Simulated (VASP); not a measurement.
Band structure of CuGaSe2 (space group I-42d). Computed with PBE GGA, VASP's PBE PAW potentials (set 64) (plane waves; VASP).

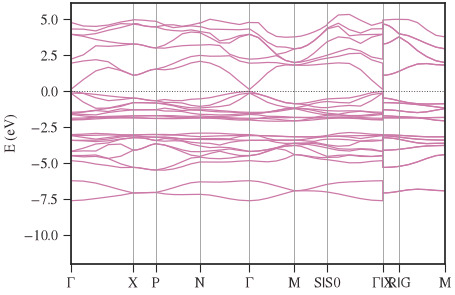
Bands along high-symmetry lines, zero at the valence-band maximum or, without a gap, the Fermi level

**Question.** Read the plot: is there a gap, and where are the band edges?

**Answer.** The gap is direct, 0.12 eV, from the valence maximum at Γ to the conduction minimum at Γ.

The structure is a typed CuGaSe2 crystal. The cell was not relaxed at this level. The k-mesh is coarse (spacing up to 0.52 per Å, 2π included), so the numbers may not be converged in it.
